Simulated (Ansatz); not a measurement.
# Phonons of LaIn (Pm-3m) against volume, part 2 of 2

Wanted: mode Grüneisen parameters of LaIn (Pm-3m).

Ansatz 0.2.0; DFT PBEsol, scalar-relativistic, plane waves, PAW; PAW set soft_1.

So far, highest frequency on the path or at a solved wavevector (cm⁻¹): step 2 (response at finite wavevector) 154; step 4 (phonons at the other volume, volume ratio 0.97) 162.

## Step 5: Relaxing at another volume, volume ratio 1.03

The volume is scaled by 1.03 and held; symmetry leaves nothing to relax, so this is a single point. The modes can then be followed against volume.

Input file input.yaml:

```yaml
crystal:
  lattice:
    - [3.9320519074, 0.0, 0.0]
    - [0.0, 3.9320519074, 0.0]
    - [0.0, 0.0, 3.9320519074]
  atoms:
    - { symbol: La, position: [0.5, 0.5, 0.5] }
    - { symbol: In, position: [0.0, 0.0, 0.0] }
kpoints:
  mp_grid: { grid: [12, 12, 12] }
hamiltonian:
  xc: pbesol
  pseudopotentials: { kind: paw, azcp: { folder: soft_1 }, xc_functional: pbe }
scf:
  occupations: { method: methfessel_paxton, width: 0.2 }
output:
  forces: true
  stress: true
  eigenvalues: true
```

The run is started by

```console
> ansatz run input.yaml --threads 4 --pin off --max-ram 10240MiB --backend cpu --events-out ev --progress --plain --runs-dir out
```

Numbers of over 12 decimals in the logs are rounded to 6 here.

Output:

```text
[...]
Crystal: 2 atoms, lattice volume = 60.794 Å³
Basis set: ecut = 420 eV, 1213 PW (Γ), exchange–correlation on 54×54×54 points (8 copies of the dense FFT grid, shifted against one another)
Bands: 16, of which v1, the nominal top of the filled ones, is band 12 counted from 1 (11 counted from 0)
Symmetry: 48 space group operations
[...]
k-points: 84 of 1728
[...]
--- Band table (eV; the first three rows and the last of 84) ---
  k-point 0: bands = [... 8 lower, -3.0798, 3.9912, 10.5364, 10.5364, 12.4058, 12.4058, 12.4058, 12.7042]
  k-point 1: bands = [... 8 lower, -3.0768, 4.0873, 10.5389, 10.5628, 12.3256, 12.3795, 12.3795, 12.6927]
  k-point 2: bands = [... 8 lower, -3.0687, 4.3635, 10.3898, 10.6383, 12.2035, 12.2811, 12.2811, 12.6583]
  k-point 83: bands = [... 8 lower, -2.9803, 7.8952, 8.5520, 8.5520, 8.5520, 12.7250, 12.7250, 12.7250]
[key lines of the parts left out:]
SCF converged after 7 iterations
Free energy (F): -11687.988048 eV
Fermi energy:    10.983605 eV
P = ⅓ Tr σ = -1.5082 GPa (-15.082 kbar)
```

Run time: 1.6 s. Hardware: 4 threads of Arm Neoverse V2, shared host; peak memory 0.52 GiB; 5.7 s of CPU time.

Numbers from this step:

* pressure: -1.508 GPa
* volume per atom: 30.40 Å³

The run ends at a pressure of -1.51 GPa.

## Step 6: Phonons at the other volume, volume ratio 1.03

The phonons are repeated at this volume on the same k and q meshes.

Edit input.yaml of step 5 so:

```diff
@@ -16,4 +16,11 @@
 output:
-  forces: true
-  stress: true
   eigenvalues: true
+phonons:
+  method: dfpt
+  qmesh: [4, 4, 4]
+  temperatures: { t_max: 1000, t_step: 50 }
+  qpath:
+    path:
+      - [[0.0, 0.0, 0.0], [0.0, 0.5, 0.0], [0.5, 0.5, 0.0], [0.0, 0.0, 0.0], [0.5, 0.5, 0.5], [0.0, 0.5, 0.0]]
+      - [[0.5, 0.5, 0.5], [0.5, 0.5, 0.0]]
+    npoints: 10
```

Output:

```text
[...]
Crystal: 2 atoms, lattice volume = 60.794 Å³
Basis set: ecut = 420 eV, 1213 PW (Γ), exchange–correlation on 54×54×54 points (8 copies of the dense FFT grid, shifted against one another)
Bands: 16, of which v1, the nominal top of the filled ones, is band 12 counted from 1 (11 counted from 0)
Symmetry: 48 space group operations
k-points: 84 of 1728
[...]
Γ frequencies (cm⁻¹): 0.00 0.00 0.00 96.57 96.57 96.57
--- Phonons (arbitrary-q DFPT): 10 irreducible q on the 4×4×4 mesh ---
[...]
interpolated dispersion: 62 rows × 6 modes
[...]
zero-point energy: 0.031185 eV/cell   skipped modes (ω ≤ 0): 3   left out of the sums: 1.22e-4 of the cell's modes: C_V's classical limit lies that fraction below 3 k_B per atom; for a crystal, a wire or a layer, F and S can be off by more, and a phonons.interpolated_qmesh denser along its periods is the remedy for the sampling
[key lines of the parts left out:]
SCF converged after 10 iterations
Free energy (F): -11687.988048 eV
Fermi energy:    10.983608 eV
```

It took 9.2 min on 4 threads; peak memory 3 GiB.

Numbers from this step:

- sum-rule residual before enforcement: 5.22e-5 eV/Å²
- lowest frequency on the path: 0 cm⁻¹
- highest frequency on the path or at a solved wavevector: 146.3 cm⁻¹
- mean frequency: 83.8 cm⁻¹
- Debye temperature (second moment): 168 K
- logarithmic mean frequency: 75.8 cm⁻¹
- highest optical mode at the zone centre (no LO-TO term): 96.57 cm⁻¹
- lowest optical zone-centre mode: 96.57 cm⁻¹
- lowest mode on the q mesh (acoustic modes at Γ apart): 15.65 cm⁻¹
- zero-point energy per atom: 15.59 meV
- heat capacity at 300 K: 24.55 J/(mol atoms K)
- vibrational entropy at 300 K: 50.37 J/(mol atoms K)

Frequencies (cm⁻¹) solved at each irreducible wavevector; negative means imaginary. Frequencies by wavevector, by row:

```csv
q in reciprocal lattice units,star,mode 1,mode 2,mode 3,mode 4,mode 5,mode 6
0 0 0,1,0,0,0,96.6,96.6,96.6
0 0 0.25,6,46.6,46.6,56.4,91,91,109
0 0 -0.5,3,76,76,77.8,77.8,96.9,107.3
0 0.25 0.25,12,18.5,57.9,81.6,86.7,96.4,125.1
0 0.25 -0.5,12,49.2,53,66,80.1,127,131
0 -0.5 -0.5,3,15.7,15.7,57.3,84.1,146.2,146.2
0.25 0.25 0.25,8,50.5,50.5,60.9,114.5,116.1,116.1
0.25 0.25 -0.5,12,27,60.6,82.9,95.2,128.2,134.1
0.25 -0.5 -0.5,6,62.6,62.6,91.6,93.4,137.3,137.3
-0.5 -0.5 -0.5,1,104.3,104.3,104.3,111.4,111.4,111.4
```

The highest optical mode at the zone centre (no LO-TO term) is 96.6 cm⁻¹, -6.5 cm⁻¹ against the base run.

## Step 7: Grüneisen parameters

The Grüneisen parameter of a mode is minus the logarithmic change of its frequency with volume, −d ln ω / d ln V; weighted by heat capacity it gives the expansion.

This step gave:

- bulk modulus: 54.5 GPa

Phonon branches along the path, in cm⁻¹:

```csv
point,branch 1,branch 2,branch 3,branch 4,branch 5,branch 6
Γ,0,0,0,103,103,103
X,80,80,83,83,101,112
M,-7,-7,61,89,154,154
Γ,0,0,0,103,103,103
R,108,108,108,118,118,118
X,80,80,83,83,101,112
jump to R,108,108,108,118,118,118
M,-7,-7,61,89,154,154
```

The same for volume x 0.97:

```csv
point,branch 1,branch 2,branch 3,branch 4,branch 5,branch 6
Γ,0,0,0,110,110,110
X,85,85,88,88,105,117
M,-20,-20,65,93,162,162
Γ,0,0,0,110,110,110
R,112,112,112,124,124,124
X,85,85,88,88,105,117
R,112,112,112,124,124,124
M,-20,-20,65,93,162,162
```

The same for volume x 1.03:

```csv
point,branch 1,branch 2,branch 3,branch 4,branch 5,branch 6
Γ,0,0,0,97,97,97
X,76,76,78,78,97,107
M,16,16,57,84,146,146
Γ,0,0,0,97,97,97
R,104,104,104,111,111,111
X,76,76,78,78,97,107
R,104,104,104,111,111,111
M,16,16,57,84,146,146
```

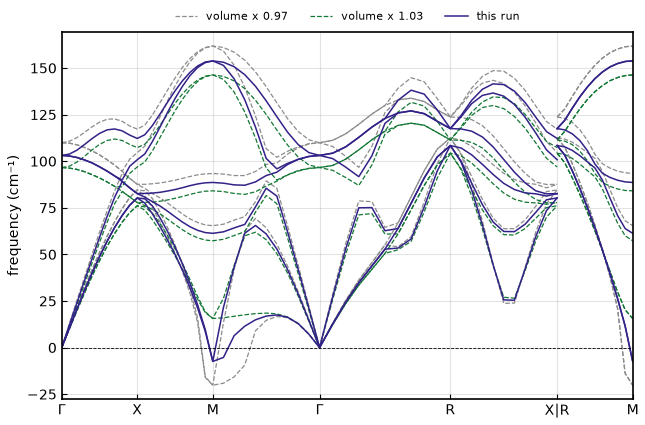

Phonon branches along the path; dashed: volume x 0.97 and volume x 1.03.

## Step 8: Outcome

```yaml
bulk_modulus: 54.5 GPa
```

No expansion is given, because modes are imaginary at one volume or more. The highest optical mode at Γ goes from 110 to 97 cm⁻¹ as the cell grows, a Grüneisen parameter of 2.16. Branches are matched by rank, so values near crossings are rough. With no gap, or one that is small against the smearing, the frequencies hang on the k mesh and the smearing, most of all near Kohn anomalies. Spin-orbit coupling is left out, which can matter for the heavy elements here. The PAW files were made for PBE and serve the other functionals too. A phonon run warned that its eigensolver left some bands unconverged in a pass.

[Logs are printed without paths, hosts, clocks, repeated set-up lines and the standing remarks that a program may print on its own settings, such as how far it seeks lower states.]

[Hosts, paths, dates, database ids (printed as entryN), source tags and the programs' standing remarks are cut or masked in the printed files.]
